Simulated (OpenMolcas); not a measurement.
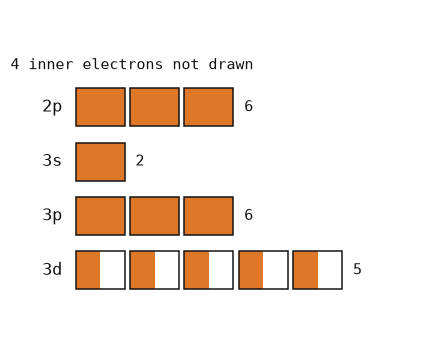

Figure 1. The outer shells of the leading configuration of the lowest level: a box for each of the 2l + 1 orbitals, shaded by the share of the shell that is filled, with the electron count at the right.

# Multiconfigurational calculation: Mn²⁺ complex (part 1 of 2)

- system: Mn²⁺ with 6 ligands (Br; octahedron, 2.83 Å), neutralised by 6 outer point charges of +0.67 e, whose field is part of the energies.
- method: state-averaged CASSCF, active space 5 electrons in the shell 3d, basis ANO-RCC-VDZP on the metal and ANO-RCC-VDZP on the ligands, DKH2 scalar Hamiltonian, spin-orbit coupling by RASSI with atomic mean-field integrals (OpenMolcas)

Results in brief:

| quantity | value |
| --- | --- |
| outcome | converged |
| energy of the lowest spin-free term | −16784.91955 hartree |
| energy of the lowest spin-orbit level | −16784.91961 hartree |
| largest spread among components of a term | 0.0 cm⁻¹ |
| hardware | 1 thread of Arm Neoverse V1, 24 GiB of memory available, shared host |
| wall time | 1.7 min |
| peak memory | 0.27 GiB |

Remarks:

Without dynamic correlation the splittings between terms come out too large, often by 20 to 50 %. To bear in mind: small active space favours high spin, ground spin may be wrong; covalent bonds, ligand orbitals missing from the active space; distances are set from ionic radii, not optimised.

The input:
```
&GATEWAY
Coord
7

Mn 0.0 0.0 0.0
Br 2.830000 0.000000 0.000000
Br 0.000000 2.830000 0.000000
Br -2.830000 0.000000 0.000000
Br 0.000000 -2.830000 0.000000
Br 0.000000 0.000000 2.830000
Br 0.000000 0.000000 -2.830000
Basis=Mn.ANO-RCC-VDZP,Br.ANO-RCC-VDZP
Group=XYZ
NoMove
AngMom=0.0 0.0 0.0
AMFI
RICD
XField
3 Angstrom 0
5.430000 0.000000 0.000000 0.666667
0.000000 5.430000 0.000000 0.666667
0.000000 0.000000 5.430000 0.666667
&SEWARD
&RASSCF
FileOrb=start.orb
Symmetry=1
Spin=6
nActEl=5 0 0
Inactive=57 60
Ras2=5 0
CIRoot=1 1 1
SDav=1
CIMx=300
Iter=150 100
PrWF=0.3
OrbListing=Nothing
MaxOrb=0
LevShft=1.0
>>> COPY $Project.JobIph JOB001
&RASSCF
FileOrb=start.orb
Symmetry=1
Spin=4
nActEl=5 0 0
Inactive=57 60
Ras2=5 0
CIRoot=24 24 1
SDav=24
CIMx=300
Iter=150 100
PrWF=0.3
OrbListing=Nothing
MaxOrb=0
LevShft=1.0
>>> COPY $Project.JobIph JOB002
&RASSCF
FileOrb=start.orb
Symmetry=1
Spin=2
nActEl=5 0 0
Inactive=57 60
Ras2=5 0
CIRoot=75 75 1
SDav=75
CIMx=300
Iter=150 100
PrWF=0.3
OrbListing=Nothing
MaxOrb=0
LevShft=1.0
>>> COPY $Project.JobIph JOB003
&RASSI
NrOfJobIphs=3 1 24 75
1
1 2 3 4 5 6 7 8 9 10 11 12 13 14 15 16 17 18 19 20 21 22 23 24
1 2 3 4 5 6 7 8 9 10 11 12 13 14 15 16 17 18 19 20 21 22 23 24 25 26 27
28 29 30 31 32 33 34 35 36 37 38 39 40 41 42 43 44 45 46 47 48 49 50 51
52 53 54 55 56 57 58 59 60 61 62 63 64 65 66 67 68 69 70 71 72 73 74 75
IphNames
JOB001
JOB002
JOB003
EJob
SpinOrbit
DIPRint=1.0
SOCoupling=1000.0
Subsets=2
Property=9
'ANGMOM' 1 'ANGMOM' 2 'ANGMOM' 3 'MLTPL  1' 1 'MLTPL  1' 2 'MLTPL  1' 3
'AMFI' 1 'AMFI' 2 'AMFI' 3
SOProperty=3
'ANGMOM' 1 'ANGMOM' 2 'ANGMOM' 3
```

The file start.orb holds starting orbitals from an earlier step. A driver script formed the levels outside the program, from RASSI's spin-orbit matrix and the active-space energies, averaged over the components of each term or state.

Command:
```bash
OMP_NUM_THREADS=1 MOLCAS_MEM=2457 MOLCAS_PROJECT=a pymolcas a.inp > a.log  # once for each step of the input, in one work folder
```

Output (extracts):
```
--- SEWARD ---
Basis set label: MN.ANO-RCC...5S4P2D1F.

      Electronic valence basis set:
      ------------------
      Associated Effective Charge  25.000000 au
      Associated Actual Charge     25.000000 au
      Nuclear Model: Point charge

      Shell  nPrim  nBasis  Cartesian Spherical Contaminant
         s      21       5        X
         p      15       4        X
         d      10       2                 X
         f       6       1                 X
                  Relativistic Douglas-Kroll-Hess integrals:
                    - DKH order of Hamiltonian: 2
                    - DKH order of Properties : 0
                  Atomic mean-field integrals
--- RASSCF ---
Wave function specifications:
      -----------------------------

      Number of closed shell electrons         234
      Number of electrons in active shells       5
      Max number of holes in RAS1 space          0
      Max nr of electrons in RAS3 space          0
      Number of inactive orbitals              117
      Number of active orbitals                  5
      Number of secondary orbitals              74
      Spin quantum number                      2.5
      State symmetry                             1
Orbital specifications:
      -----------------------

      Symmetry species                           1   2
                                                ag  au
      Frozen orbitals                            0   0
      Inactive orbitals                         57  60
      Active orbitals                            5   0
      RAS1 orbitals                              0   0
      RAS2 orbitals                              5   0
      RAS3 orbitals                              0   0
      Secondary orbitals                        34  40
      Deleted orbitals                           0   0
      Number of basis functions                 96 100
      Number of CSFs                             1
      Number of root(s) required                 1
      Iter CI   SX   CI       RASSCF       Energy    max ROT     max BLB   max BLB  Level Ln srch  Step   QN
          iter iter root      energy       change     param      element    value   shift minimum  type update
 Nr of preliminary CI iterations:   1
      Total energies have been shifted. Add               -16000.00 au
        1   1   17    1  -784.61288456    0.00E+00  -3.70E-02   52  91 1 -1.43E-01*  0.96   0.00    SX    NO
        2   1   16    1  -784.84721143   -2.34E-01* -2.23E-02   52  91 1 -7.01E-02*  0.83   0.00    SX    NO
        3   1   15    1  -784.90162137   -5.44E-02* -1.12E-02   52  91 1 -3.33E-02*  0.81   0.00    SX    NO
        4   1   15    1  -784.91419047   -1.26E-02* -5.91E-03   10  63 1  1.74E-02*  0.79   0.00    SX    NO
        5   1   14    1  -784.91766798   -3.48E-03* -6.75E-03   10  63 1  1.09E-02*  0.78   2.22    LS   YES
        6   1   14    1  -784.91916745   -1.50E-03* -1.95E-03    4  71 2 -5.00E-03*  0.78   1.07    QN   YES
        7   1   12    1  -784.91942849   -2.61E-04* -1.95E-03   37  86 2  2.57E-03*  0.77   2.02    LS   YES
        8   1   12    1  -784.91951627   -8.78E-05* -9.54E-04    5  72 2  3.68E-03*  0.77   1.01    QN   YES
        9   1   11    1  -784.91954331   -2.70E-05*  3.24E-04   46  92 2 -6.68E-04*  0.78   1.19    QN   YES
       10   1   10    1  -784.91954843   -5.12E-06* -2.28E-04   10  63 1  3.16E-04*  0.77   1.38    QN   YES
       11   1    9    1  -784.91954927   -8.37E-07* -6.91E-05   10  63 1  1.01E-04*  0.77   1.22    QN   YES
       12   1    8    1  -784.91954936   -8.76E-08* -5.75E-05   10  63 1  3.80E-05   0.77   1.83    LS   YES
       13   1    8    1  -784.91954936    1.86E-09  -1.72E-05    1  71 2 -4.06E-05   0.77   0.46    QN   YES
      Convergence after 13 iterations
       14   1    8    1  -784.91954938   -1.87E-08* -1.72E-05   52  91 1  1.84E-05   0.77   0.46    QN   YES
      Natural orbitals and occupation numbers for root  1
      sym 1:   1.000000   1.000000   1.000000   1.000000   1.000000
::    RASSCF root number  1 Total energy: -16784.91954937
--- RASSCF ---
Wave function specifications:
      -----------------------------

      Number of closed shell electrons         234
      Number of electrons in active shells       5
      Max number of holes in RAS1 space          0
      Max nr of electrons in RAS3 space          0
      Number of inactive orbitals              117
      Number of active orbitals                  5
      Number of secondary orbitals              74
      Spin quantum number                      1.5
      State symmetry                             1
Orbital specifications:
      -----------------------

      Symmetry species                           1   2
                                                ag  au
      Frozen orbitals                            0   0
      Inactive orbitals                         57  60
      Active orbitals                            5   0
      RAS1 orbitals                              0   0
      RAS2 orbitals                              5   0
      RAS3 orbitals                              0   0
      Secondary orbitals                        34  40
      Deleted orbitals                           0   0
      Number of basis functions                 96 100
      Number of CSFs                            24
      Number of root(s) required                24
      Iter CI   SX   CI       RASSCF       Energy    max ROT     max BLB   max BLB  Level Ln srch  Step   QN
          iter iter root      energy       change     param      element    value   shift minimum  type update
 Nr of preliminary CI iterations:   1
      Total energies have been shifted. Add               -16000.00 au
        1   1    9    0  -784.73806353    0.00E+00  -1.15E-02   60  66 1 -2.31E-02*  0.79   0.00    SX    NO
        2   1    9    0  -784.73967429   -1.61E-03* -4.18E-03   48  71 2 -1.77E-02*  0.81   0.00    SX    NO
        3   1    8    0  -784.73996476   -2.90E-04*  2.06E-03   58  64 1 -3.27E-03*  0.81   0.00    SX    NO
        4   1    8    0  -784.74003319   -6.84E-05* -1.33E-03   48  71 2 -2.13E-03*  0.81   0.00    SX    NO
        5   1    7    0  -784.74005214   -1.89E-05* -1.46E-03   50  62 1 -7.68E-04*  0.81   2.11    LS   YES
        6   1    7    0  -784.74005874   -6.61E-06* -2.86E-04   48  71 2  1.74E-03*  0.81   0.95    QN   YES
        7   1    7    0  -784.74006042   -1.68E-06* -7.94E-05   60  66 1  2.11E-04*  0.81   0.90    QN   YES
        8   1    6    0  -784.74006053   -1.09E-07* -1.19E-04   62  68 1  5.58E-05   0.81   2.50    LS   YES
        9   1    6    0  -784.74006050    3.18E-08* -5.01E-05   60  66 1 -1.77E-04*  0.81   0.40    LS   YES
       10   1    6    0  -784.74006055   -5.26E-08*  3.07E-05   48  71 2  1.02E-04*  0.81   1.38    QN   YES
       11   1    5    0  -784.74006058   -2.23E-08* -9.93E-06   57  61 2  1.78E-05   0.81   1.22    QN   YES
       12   1    5    0  -784.74006057    5.28E-09  -4.89E-06   48  71 2 -1.36E-05   0.81   0.11    QN   YES
      Convergence after 12 iterations
       13   1    5    0  -784.74006057   -7.64E-10  -4.89E-06   48  71 2 -8.18E-06   0.81   0.11    QN   YES
      Natural orbitals and occupation numbers for root  1
      sym 1:   1.664772   1.000084   1.001217   0.998706   0.335221
      Natural orbitals and occupation numbers for root  2
      sym 1:   1.001486   1.664731   0.335258   1.000130   0.998394
      Natural orbitals and occupation numbers for root  3
      sym 1:   1.664771   1.001222   0.335222   1.000085   0.998701
::    RASSCF root number  1 Total energy: -16784.78226316
::    RASSCF root number  2 Total energy: -16784.78226316
::    RASSCF root number  3 Total energy: -16784.78226316
::    RASSCF root number  4 Total energy: -16784.77834427
::    RASSCF root number  5 Total energy: -16784.77834427
::    RASSCF root number  6 Total energy: -16784.77834427
::    RASSCF root number  7 Total energy: -16784.77775710
::    RASSCF root number  8 Total energy: -16784.77772746
::    RASSCF root number  9 Total energy: -16784.77772746
::    RASSCF root number 10 Total energy: -16784.75183821
::    RASSCF root number 11 Total energy: -16784.75183821
::    RASSCF root number 12 Total energy: -16784.75183821
::    RASSCF root number 13 Total energy: -16784.74454334
::    RASSCF root number 14 Total energy: -16784.74454334
::    RASSCF root number 15 Total energy: -16784.74454334
::    RASSCF root number 16 Total energy: -16784.74332738
::    RASSCF root number 17 Total energy: -16784.74332738
::    RASSCF root number 18 Total energy: -16784.68269969
::    RASSCF root number 19 Total energy: -16784.68206349
::    RASSCF root number 20 Total energy: -16784.68206349
::    RASSCF root number 21 Total energy: -16784.68206349
::    RASSCF root number 22 Total energy: -16784.68057662
::    RASSCF root number 23 Total energy: -16784.68057662
::    RASSCF root number 24 Total energy: -16784.68057662
--- RASSCF ---
Wave function specifications:
      -----------------------------

      Number of closed shell electrons         234
      Number of electrons in active shells       5
      Max number of holes in RAS1 space          0
      Max nr of electrons in RAS3 space          0
      Number of inactive orbitals              117
      Number of active orbitals                  5
      Number of secondary orbitals              74
      Spin quantum number                      0.5
      State symmetry                             1
Orbital specifications:
      -----------------------

      Symmetry species                           1   2
                                                ag  au
      Frozen orbitals                            0   0
      Inactive orbitals                         57  60
      Active orbitals                            5   0
      RAS1 orbitals                              0   0
      RAS2 orbitals                              5   0
      RAS3 orbitals                              0   0
      Secondary orbitals                        34  40
      Deleted orbitals                           0   0
      Number of basis functions                 96 100
      Number of CSFs                            75
      Number of root(s) required                75
      Iter CI   SX   CI       RASSCF       Energy    max ROT     max BLB   max BLB  Level Ln srch  Step   QN
          iter iter root      energy       change     param      element    value   shift minimum  type update
 Nr of preliminary CI iterations:   1
      Total energies have been shifted. Add               -16000.00 au
        1   1    8    0  -784.63360570    0.00E+00  -5.28E-03   60  66 1 -1.12E-02*  0.81   0.00    SX    NO
        2   1    8    0  -784.63421274   -6.07E-04* -3.36E-03   47  73 2 -1.03E-02*  0.82   0.00    SX    NO
        3   1    8    0  -784.63434341   -1.31E-04*  1.81E-03   51  60 1  1.91E-03*  0.81   0.00    SX    NO
        4   1    7    0  -784.63438047   -3.71E-05*  1.23E-03   51  60 1  1.29E-03*  0.82   0.00    SX    NO
        5   1    7    0  -784.63439283   -1.24E-05*  1.64E-03   51  60 1  7.65E-04*  0.82   2.35    LS   YES
        6   1    7    0  -784.63439875   -5.92E-06*  2.17E-04   47  73 2  1.32E-03*  0.81   0.98    QN   YES
        7   1    6    0  -784.63439972   -9.71E-07* -5.68E-05   60  66 1  1.53E-04*  0.82   0.90    QN   YES
        8   1    6    0  -784.63439980   -7.67E-08* -8.51E-05   49  63 1 -6.54E-05   0.81   2.50    LS   YES
        9   1    6    0  -784.63439978    2.47E-08* -3.71E-05   47  73 2  1.51E-04*  0.81   0.38    LS   YES
       10   1    6    0  -784.63439981   -3.70E-08*  2.13E-05   47  73 2  8.74E-05   0.81   1.25    QN   YES
       11   1    5    0  -784.63439983   -1.34E-08* -1.97E-05   49  63 1 -3.35E-05   0.81   2.50    QN   YES
       12   1    5    0  -784.63439983   -1.54E-09  -2.95E-05   49  63 1 -1.51E-05   0.81   2.50    LS   YES
      Convergence after 12 iterations
       13   1    5    0  -784.63439982    2.63E-09  -2.95E-05   47  73 2 -3.28E-05   0.81   2.50    LS   YES
      Natural orbitals and occupation numbers for root  1
      sym 1:   1.449915   1.081305   0.452689   1.449925   0.566165
      Natural orbitals and occupation numbers for root  2
      sym 1:   1.449963   1.449944   0.566133   1.081263   0.452697
      Natural orbitals and occupation numbers for root  3
      sym 1:   1.449943   1.449925   0.452693   1.081288   0.566152
::    RASSCF root number  1 Total energy: -16784.72372628
::    RASSCF root number  2 Total energy: -16784.72372628
::    RASSCF root number  3 Total energy: -16784.72372628
::    RASSCF root number  4 Total energy: -16784.72114557
::    RASSCF root number  5 Total energy: -16784.72090211
::    RASSCF root number  6 Total energy: -16784.72090211
::    RASSCF root number  7 Total energy: -16784.72090211
::    RASSCF root number  8 Total energy: -16784.71947695
::    RASSCF root number  9 Total energy: -16784.71947695
::    RASSCF root number 10 Total energy: -16784.71947695
::    RASSCF root number 11 Total energy: -16784.71856327
::    RASSCF root number 12 Total energy: -16784.71856327
::    RASSCF root number 13 Total energy: -16784.71817990
::    RASSCF root number 14 Total energy: -16784.69964539
::    RASSCF root number 15 Total energy: -16784.69964539
::    RASSCF root number 16 Total energy: -16784.69964539
::    RASSCF root number 17 Total energy: -16784.69337061
::    RASSCF root number 18 Total energy: -16784.69337060
::    RASSCF root number 19 Total energy: -16784.68788358
::    RASSCF root number 20 Total energy: -16784.68788358
::    RASSCF root number 21 Total energy: -16784.68788358
::    RASSCF root number 22 Total energy: -16784.68430335
::    RASSCF root number 23 Total energy: -16784.68263417
::    RASSCF root number 24 Total energy: -16784.68263417
::    RASSCF root number 25 Total energy: -16784.68263417
::    RASSCF root number 26 Total energy: -16784.67387771
::    RASSCF root number 27 Total energy: -16784.67387771
::    RASSCF root number 28 Total energy: -16784.67387771
::    RASSCF root number 29 Total energy: -16784.67211864
::    RASSCF root number 30 Total energy: -16784.67211864
```

(Continued in part 2.)
